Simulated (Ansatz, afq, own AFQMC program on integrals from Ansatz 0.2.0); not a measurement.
# BH₃− (doublet): quantum Monte Carlo beside coupled cluster at scale of all distances = 2.436, aug-cc-pVDZ, part 2 of 2

Ansatz 0.2.0, Gaussian basis, and an in-house AFQMC program (afq) on its integrals; all values are calculated; aug-cc-pVDZ, frozen cores. Earlier steps stand in the parts before.

## Step 12: CCSDT(Q) on ROHF

Contents of in.yaml:

```yaml
crystal:
  periodic: [false, false, false]
  atoms:
    - {symbol: B, position_ang: [0.000000, 0.000000, 0.000000]}
    - {symbol: H, position_ang: [2.961626, 0.035558, 0.007876]}
    - {symbol: H, position_ang: [-1.511594, 2.547069, -0.008688]}
    - {symbol: H, position_ang: [-1.450032, -2.582627, 0.000812]}
basis:
  gaussian: {orbitals: aug-cc-pVDZ}
total_charge: -1
magnetization: {spin_polarized: false, initial_magnetization: 1}
correlation: {method: ccsdt_q, electrons: outside_noble_gas}
```

On the command line:

```console
$ ansatz run in.yaml --threads 1 --pin off --events-out ev --progress --plain --max-ram 1843MiB
```

What it wrote (excerpt; [...] marks lines left out):

```text
Functional definition: HF
  name "HF"
  cite "Fock, Z. Phys. 61, 126 (1930) doi:10.1007/BF01340294"
  parent pbe
[...]
851 factors; integrals over basis functions are off by at most 2.6e-7 eV
[...]
mean field -707.31085474 eV, -25.9931944793 hartree, gradient 1.3e-6 eV, S^2 0.750000; 12 other end points of the search recorded, 0 dependent functions left out
[...]
determinant -707.31085474 eV, -25.9931944793 hartree, with singles and doubles -711.71802346 eV, -26.1551549424 hartree
determinant -706.32117532 eV, -25.9568244313 hartree, with singles and doubles -711.79687190 eV, -26.1580525692 hartree
determinant -706.16550996 eV, -25.9511038348 hartree, with singles and doubles -711.81842933 eV, -26.1588447900 hartree
determinant -705.84474505 eV, -25.9393159420 hartree, with singles and doubles -711.14197497 eV, -26.1339855507 hartree
determinant -701.68568117 eV, -25.7864731635 hartree, with no singles and doubles
[...]
determinant -707.31085474 eV, -25.9931944793 hartree, with singles and doubles -711.75904094 eV, -26.1566623070 hartree
determinant -706.32117532 eV, -25.9568244313 hartree, with singles and doubles -711.80800115 eV, -26.1584615614 hartree
determinant -706.16550996 eV, -25.9511038348 hartree, with singles and doubles -711.79664411 eV, -26.1580441979 hartree
[...]
unrestricted determinant -708.70323472 eV, -26.0443634996 hartree, S^2 2.1776
1 core orbitals not correlated: weight in the atoms' cores, before any rotation towards them, 1.000 or more for the frozen orbitals, at most 0.000 for the correlated occupied ones
reference -706.32117532 eV, -25.9568244313 hartree; 4, 3 occupied and 45, 46 virtual orbitals, 851 factors
second order -3.40263404 eV of doubles, -0.33702747 eV of singles
cycle   1  -3.71931902 eV  change    -1.2e0 eV  update   1.4e-1
[...]
cycle  48  -5.95221847 eV  change   -1.3e-8 eV  update   1.1e-7
perturbative correction -0.01483579 eV, -0.0005452053 hartree
WARN: these amplitudes may be one of several solutions (largest doubles amplitude 0.24, level shift 6.94 eV)
Total energy: -712.28822958 eV, -26.1761096307 hartree
```

Run time: 84 s. Hardware: 1 thread of Arm Neoverse V1, shared host; peak memory 0.48 GiB.

From the report: correlation -5.9671 eV; T1 0.160; largest double amplitude 0.24. The report flags that the cluster equations may have other roots.

## Step 13: Phaseless AFQMC, CISD trial on ROHF

It reads the integrals that the CCSD(T) run on this determinant wrote.

On the command line:

```console
$ afq ham --method phaseless --trial cisd --walkers 60 --populations 1 --least-time 40 --time-step 0.005 --steps-per-block 50 --equilibration-blocks 40 --max-blocks 300 --target-error 0.00064 --factor-cut 1e-05 --start spin_pure --seed 3231 --release-times 0.24,0.51,0.99,1.62,2.4 --release-step 0.03 --release-every 4 --taylor-order 6
```

What it wrote:

```text
orbitals 49  electrons 4 3  factors 342 of 479
reference energy -25.95682442 Eh
CCSD correlation -0.20163680 Eh in 25 cycles, weight of the determinant in the CISD state 0.5731
energy of the start -26.158461 Eh
 block  time / (1/Eh)  mean weight  energy / Eh
     1     0.250  0.9994  -26.155399
     2     0.500  0.9987  -26.154450
     3     0.750  1.0011  -26.155451
     4     1.000  0.9999  -26.157605
     5     1.250  0.9998  -26.161934
     6     1.500  1.0001  -26.159643
     7     1.750  0.9997  -26.160164
     8     2.000  1.0018  -26.162153
     9     2.250  0.9997  -26.162034
    10     2.500  0.9986  -26.160787
    17     4.250  0.9993  -26.165487
    25     6.250  0.9986  -26.167244
    33     8.250  1.0006  -26.171931
    41    10.250  1.0023  -26.174138
    49    12.250  1.0016  -26.181738
    57    14.250  0.9996  -26.159698
    65    16.250  1.0031  -26.167181
    73    18.250  1.0003  -26.165165
    81    20.250  0.9993  -26.162843
    89    22.250  1.0003  -26.166965
    97    24.250  0.9999  -26.162671
   105    26.250  0.9966  -26.140051
   113    28.250  0.9989  -26.164324
   121    30.250  1.0007  -26.163510
   129    32.250  1.0001  -26.178548
   137    34.250  1.0012  -26.157510
   145    36.250  1.0010  -26.157087
   153    38.250  1.0001  -26.159042
   161    40.250  0.9991  -26.171735
   169    42.250  1.0010  -26.170162
   177    44.250  0.9996  -26.165242
   185    46.250  1.0018  -26.170479
   193    48.250  0.9992  -26.170694
   201    50.250  1.0018  -26.161180
   209    52.250  0.9994  -26.161056
   217    54.250  0.9976  -26.158471
   225    56.250  0.9995  -26.155355
   233    58.250  1.0004  -26.188497
   241    60.250  0.9984  -26.158854
   249    62.250  1.0006  -26.170652
   257    64.250  1.0001  -26.169727
   265    66.250  0.9986  -26.142164
   273    68.250  0.9987  -26.167473
   281    70.250  0.9992  -26.165049
   289    72.250  0.9981  -26.160970
   297    74.250  1.0025  -26.163075
   305    76.250  1.0011  -26.166528
   313    78.250  1.0006  -26.165076
   321    80.250  1.0015  -26.163734
   329    82.250  1.0000  -26.165138
   337    84.250  1.0006  -26.169667
blocks merged  error / Eh  count
     1  0.000446  300
     2  0.000563  150
     4  0.000720  75
     8  0.000856  37
    16  0.000886  18
    32  0.000744  9
released: time / (1/Eh)  energy / Eh  error  mean overlap
  0.24  -26.166544  0.001084  0.9976
  0.51  -26.166785  0.001250  1.0016
  0.99  -26.169703  0.001139  1.0036
  1.62  -26.170439  0.001105  1.0378
  2.40  -26.173380  0.002156  1.0312
energy -26.166220 +/- 0.000886 Eh
```

It took 10 min on 1 thread of Arm Neoverse V1, shared host; peak memory 0.36 GiB.

Energy -712.0191 ± 0.0241 eV. Caveats: constraint bias not in the error; other roots.

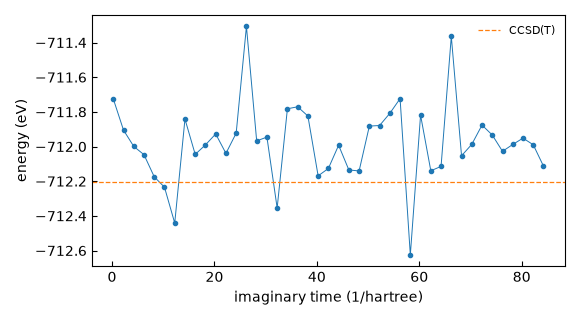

Block energies along the walk.

## Step 14: Phaseless AFQMC, single-determinant trial on ROHF

It reads the integrals that the CCSD(T) run on this determinant wrote.

On the command line:

```console
$ afq ham --method phaseless --trial hf --walkers 120 --populations 1 --least-time 40 --time-step 0.005 --steps-per-block 20 --equilibration-blocks 160 --max-blocks 600 --target-error 0.0019200000000000003 --factor-cut 1e-05 --start spin_pure --seed 3307 --taylor-order 6
```

What it wrote:

```text
orbitals 49  electrons 4 3  factors 342 of 479
reference energy -25.95682442 Eh
CCSD correlation -0.20163680 Eh in 25 cycles, weight of the determinant in the CISD state 0.5731
energy of the start -25.956824 Eh
 block  time / (1/Eh)  mean weight  energy / Eh
     1     0.100  1.0000  -25.973851
     2     0.200  1.0007  -25.989594
     3     0.300  1.0001  -26.004333
     4     0.400  1.0011  -26.017468
     5     0.500  1.0011  -26.026013
     6     0.600  1.0010  -26.029379
     7     0.700  1.0009  -26.038049
     8     0.800  1.0002  -26.047643
     9     0.900  1.0012  -26.053064
    10     1.000  1.0006  -26.054424
    20     2.000  0.9999  -26.099013
    39     3.900  0.9974  -26.023030
    58     5.800  0.9975  -26.098674
    77     7.700  0.9998  -26.123550
    96     9.600  1.0007  -26.156915
   115    11.500  0.9991  -26.137576
   134    13.400  1.0003  -26.174969
   153    15.300  0.9998  -26.134695
   172    17.200  0.9994  -26.169377
   191    19.100  1.0011  -26.185997
   210    21.000  1.0008  -26.133731
   229    22.900  1.0002  -26.173420
   248    24.800  0.9989  -26.136999
   267    26.700  1.0010  -26.155058
   286    28.600  0.9995  -26.139862
   305    30.500  0.9992  -26.149665
   324    32.400  1.0005  -26.117131
   343    34.300  0.9908  -26.147003
   362    36.200  0.9999  -26.177227
   381    38.100  1.0007  -26.158690
   400    40.000  0.9981  -26.122118
   419    41.900  0.9975  -26.139383
   438    43.800  1.0027  -26.145014
   457    45.700  0.9988  -26.150434
   476    47.600  1.0008  -26.137011
   495    49.500  1.0011  -26.128788
   514    51.400  0.9987  -26.138220
   533    53.300  1.0016  -26.165742
   552    55.200  1.0006  -26.136997
   571    57.100  0.9967  -26.170999
   590    59.000  0.9999  -26.147953
   609    60.900  0.9974  -26.167418
   628    62.800  0.9996  -26.151321
   647    64.700  1.0016  -26.142340
   666    66.600  0.9949  -26.144098
   685    68.500  0.9992  -26.105276
   704    70.400  1.0010  -26.127914
   723    72.300  0.9988  -26.135368
   742    74.200  0.9992  -26.126539
blocks merged  error / Eh  count
     1  0.000832  600
     2  0.001083  300
     4  0.001428  150
     8  0.001669  75
    16  0.001905  37
    32  0.002178  18
    64  0.002282  9
energy -26.146995 +/- 0.002178 Eh
```

Wall time 6.6 min (1 thread of Arm Neoverse V1, shared host); peak memory 0.36 GiB.

Energy -711.4960 ± 0.0593 eV. Caveats: constraint bias not in the error; other roots.

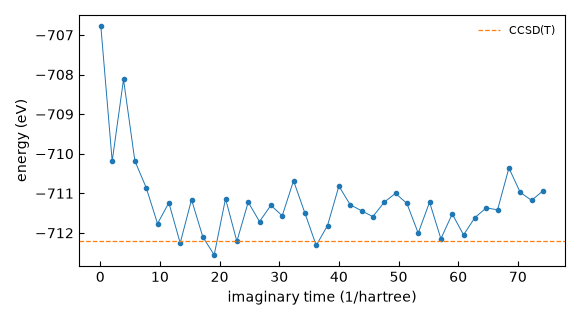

Block energies along the walk.

## Step 15: AFQMC on the ladder

On the UHF determinant, counted from CCSDT(Q) (a yardstick, not exact):

```csv
level,energy (eV),from CCSDT(Q) (kcal/mol),statistical error (kcal/mol),time
HF,-708.7032,+82.06,,
MP2,-710.5877,+38.60,,
CCSD,-711.8896,+8.58,,
CCSD(T),-712.0860,+4.05,,
CCSDT(Q),-712.2616,0.00,,
"Phaseless AFQMC, CISD trial, step 0.005, 60 walkers",-712.0703,+4.41,0.38,7.4 min
```

On the ROHF determinant, counted from CCSDT(Q) (a yardstick, not exact):

```csv
level,energy (eV),from CCSDT(Q) (kcal/mol),statistical error (kcal/mol),time
HF,-706.3212,+137.60,,
MP2,-710.0608,+51.37,,
CCSD,-711.8080,+11.07,,
CCSD(T),-712.2032,+1.96,,
CCSDT(Q),-712.2882,0.00,,
"Phaseless AFQMC, CISD trial, step 0.005, 60 walkers",-712.0191,+6.21,0.56,10 min
"Phaseless AFQMC, single-determinant trial, step 0.005, 120 walkers",-711.4960,+18.27,1.37,6.6 min
```

The functionals' totals stand on their own zeros and serve differences with other points: PBE -713.382 eV; r2SCAN -714.132 eV; PBE0 -713.169 eV; B3LYP -715.045 eV; wB97M-V -713.247 eV; B2PLYP -713.219 eV.

## Step 16: What came out

The summary covers parts 1 to 2.

```
                                                       quantity                   value
                                   CCSD(T) on UHF from CCSDT(Q)          +4.05 kcal/mol
               Phaseless AFQMC, CISD trial on UHF from CCSDT(Q)   +4.41 ± 0.38 kcal/mol
                                  CCSD(T) on ROHF from CCSDT(Q)          +1.96 kcal/mol
              Phaseless AFQMC, CISD trial on ROHF from CCSDT(Q)   +6.21 ± 0.56 kcal/mol
Phaseless AFQMC, single-determinant trial on ROHF from CCSDT(Q)  +18.27 ± 1.37 kcal/mol
```

In words: On UHF the phaseless walk with the CISD trial lies +4.41 kcal/mol from CCSDT(Q), 12 times its error bar. On ROHF the phaseless walk with the CISD trial lies +6.21 kcal/mol from CCSDT(Q), 11 times its error bar. A single-determinant trial moves the result by +12.06 kcal/mol. Error bars are statistical and leave out the constraint, the time step and what remains of the start.
